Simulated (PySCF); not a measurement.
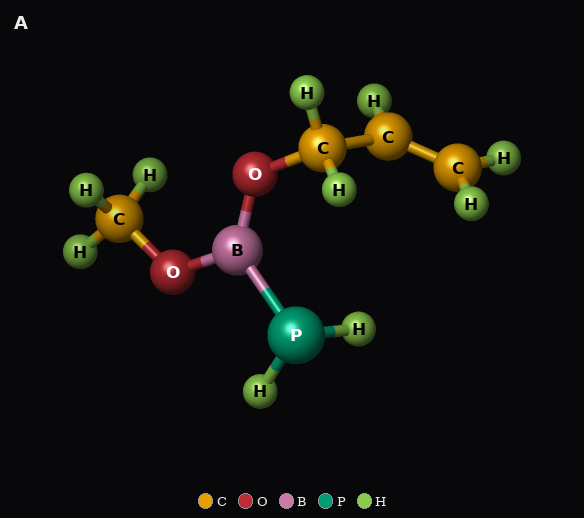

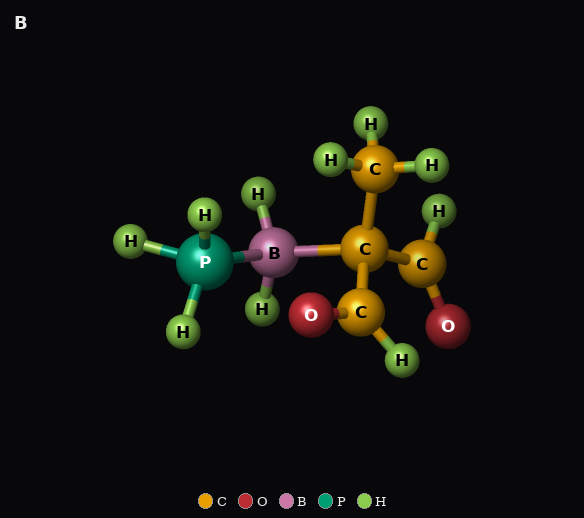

2 stationary structures of one formula. Geometries: GFN2-xTB. Electronic energies: PBE0/pcSseg-1 (PySCF 2.14.0), without zero-point energy. No frequency run is at hand to confirm each as a minimum. Each is one conformer, not always the lowest.

### Are they conformers, stereoisomers or constitutional isomers?

They are constitutional isomers of C4H10BO2P: A `C=CCOB(P)OC`, B `CC([BH2-][PH3+])(C=O)C=O`.

### Which is lowest in energy, and by how much?

A is lowest; B lies 238.7 kJ/mol above it.

The geometry is semi-empirical. Around B, P such bond lengths and angles can be off by a tenth of an ångström or more and by several degrees, and values that hang on the shape move with them.
